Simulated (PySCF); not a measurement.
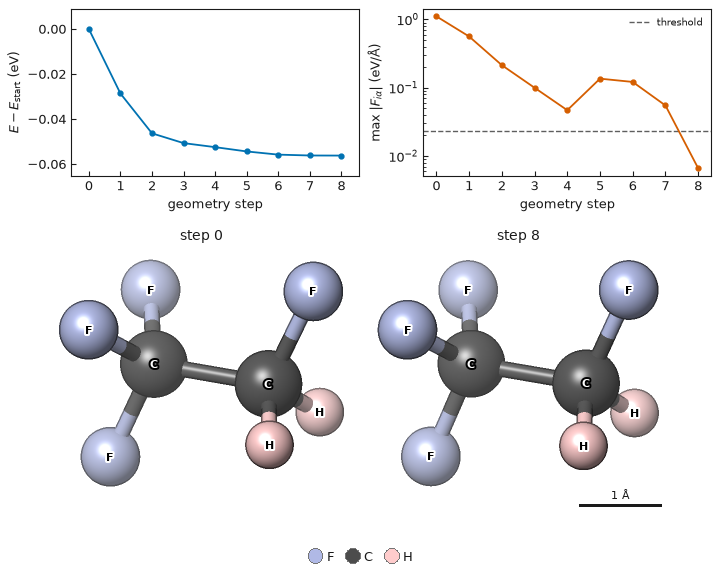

First and last geometry of a relaxation of C₂H₂F₄, with the history of the run. The picture is a ball-and-stick view, seen at a tilt.

The start comes from MMFF94s.

Theory: PySCF 2.14.0, density-fitted response routines, PBE0-D3(BJ)/def2-SVP geometry optimisation, gas phase. 

**Did the run converge, and what did it change?**

It converged. The atom that moves furthest after the best rigid fit is an F atom (0.046 Å). By element the largest moves are F 0.046 Å, H 0.040 Å, C 0.011 Å. Near-neighbour distances that change, for instance: C–F 1.351 → 1.330 Å, C–H 1.093 → 1.102 Å, C–F 1.362 → 1.357 Å. Among the angles between lasting bonds that change: F–C–H 107.8° → 110.3°, C–C–H 110.7° → 108.3°. The energy falls by 0.056 eV in 8 geometry steps. Largest force component: 1.1 eV/Å at the start, 0.0066 eV/Å at the end. The run took about 19 core-seconds on a shared host.

```json
{"step": "0", "E − E(0), eV": "0.0000", "largest force component, eV/Å": "1.1089"}
{"step": "1", "E − E(0), eV": "-0.0286", "largest force component, eV/Å": "0.5628"}
{"step": "2", "E − E(0), eV": "-0.0463", "largest force component, eV/Å": "0.2140"}
{"step": "3", "E − E(0), eV": "-0.0507", "largest force component, eV/Å": "0.1000"}
{"step": "4", "E − E(0), eV": "-0.0525", "largest force component, eV/Å": "0.0469"}
{"step": "5", "E − E(0), eV": "-0.0544", "largest force component, eV/Å": "0.1358"}
{"step": "6", "E − E(0), eV": "-0.0558", "largest force component, eV/Å": "0.1216"}
{"step": "7", "E − E(0), eV": "-0.0562", "largest force component, eV/Å": "0.0550"}
{"step": "8", "E − E(0), eV": "-0.0562", "largest force component, eV/Å": "0.0066"}
```
